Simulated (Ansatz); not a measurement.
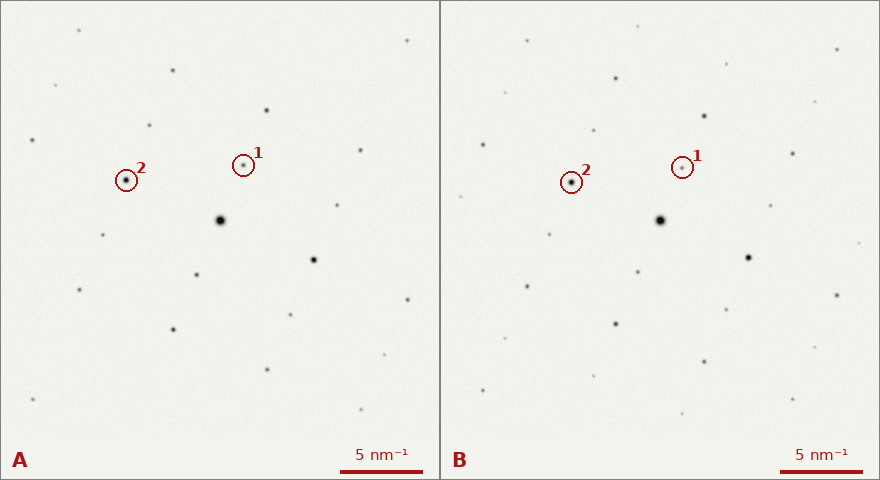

Kinematic electron diffraction patterns (300 kV, B = 0.5 Å², same scale) along [101] of the run's own cell, for the start and the end of one relaxation of Sc2F with DFT PBE, scalar-relativistic, plane waves, PAW in Ansatz 0.2.0. k mesh 18×18×18. The start is a generated model structure, and the relaxation ends in the nearest stationary point of its symmetry, not necessarily the ground state. Spot 1 is 0 -1 0 and spot 2 is 1 0 -1 in both.

Start structure:

```yaml
crystal:
  lattice:
    - [1.69471, 0.97844, 5.11846]
    - [-1.69471, 0.97844, 5.11846]
    - [0.00000, -1.95688, 5.11846]
  atoms:
    - { symbol: Sc, position: [0.75000, 0.75000, 0.75000] }
    - { symbol: Sc, position: [0.25000, 0.25000, 0.25000] }
    - { symbol: F, position: [0.00000, 0.00000, 0.00000] }
```

Which pattern belongs to the start structure, and which to the relaxed one?

Answer. B is the start: its cell gives d(1) = 2.883 Å, d(2) = 1.695 Å and an angle of 90.0°. A is the relaxed structure, with d(1) = 2.735 Å (-5.1 %), d(2) = 1.598 Å (-5.7 %) and 90.0°.

Name reflections whose intensity changes strongly on relaxation.

Answer. 0 1 0 goes from 6.9 to 16 % of the strongest spot.

What did the relaxation do to the structure and the energy?

Answer. The volume changed by +3.1 % to 17.50 Å³ an atom; with the mean shift removed, the atoms moved by up to 0.25 Å relative to the cell (Sc most); the space group stayed R-3m (No. 166); the free energy fell by 72 meV an atom. Relaxed cell: a = 6.215 Å, b = 6.215 Å, c = 6.215 Å, α = 29.80°, β = 29.80°, γ = 29.80°.
